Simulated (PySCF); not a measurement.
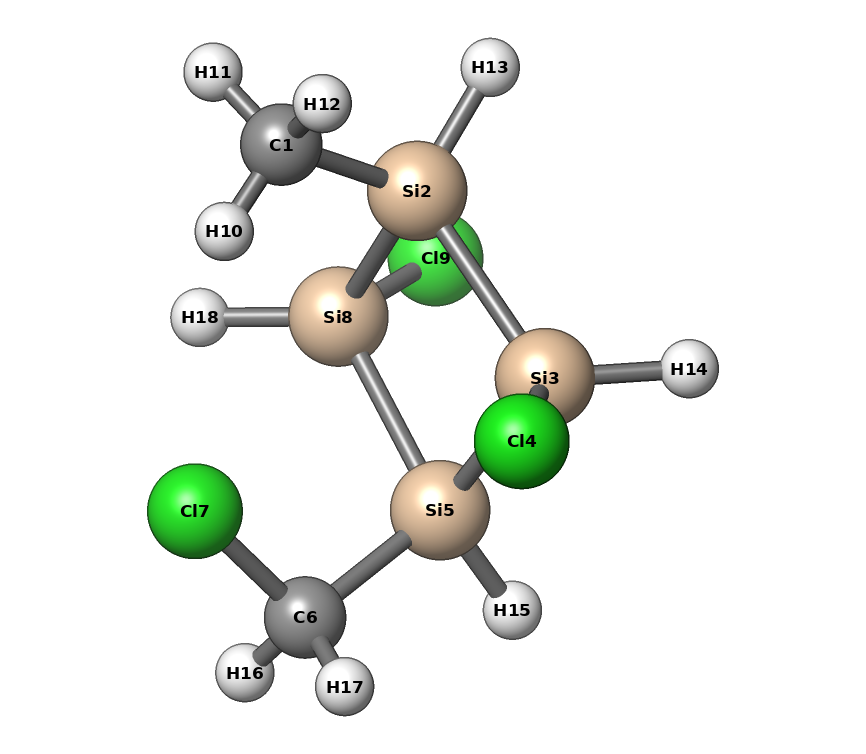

The computed structure is the end point of a GFN2-xTB optimisation. No frequency run is at hand to confirm it as a minimum. Electric field gradients from the ground-state density, PBE0/pcSseg-1 (PySCF 2.14.0), non-relativistic apart from any core potentials.

Give the largest field-gradient component, the quadrupole coupling constant and the asymmetry for 35Cl at Cl4 (Q = −81.7 mb), 35Cl at Cl7 (Q = −81.7 mb), 35Cl at Cl9 (Q = −81.7 mb), 2H at H10 (Q = 2.86 mb), 2H at H11 (Q = 2.86 mb).

```json
{"atom": "Cl4", "V_zz (a.u.)": "2.291", "e²qQ/h (MHz)": "−44.0", "η": "0.10"}
{"atom": "Cl7", "V_zz (a.u.)": "3.872", "e²qQ/h (MHz)": "−74.3", "η": "0.06"}
{"atom": "Cl9", "V_zz (a.u.)": "2.260", "e²qQ/h (MHz)": "−43.4", "η": "0.02"}
{"atom": "H10", "V_zz (a.u.)": "0.321", "e²qQ/h (MHz)": "0.216", "η": "0.00"}
{"atom": "H11", "V_zz (a.u.)": "0.324", "e²qQ/h (MHz)": "0.218", "η": "0.01"}
```

The geometry is semi-empirical. Around Si such bond lengths and angles can be off by a tenth of an ångström or more and by several degrees, and values that hang on the shape move with them.
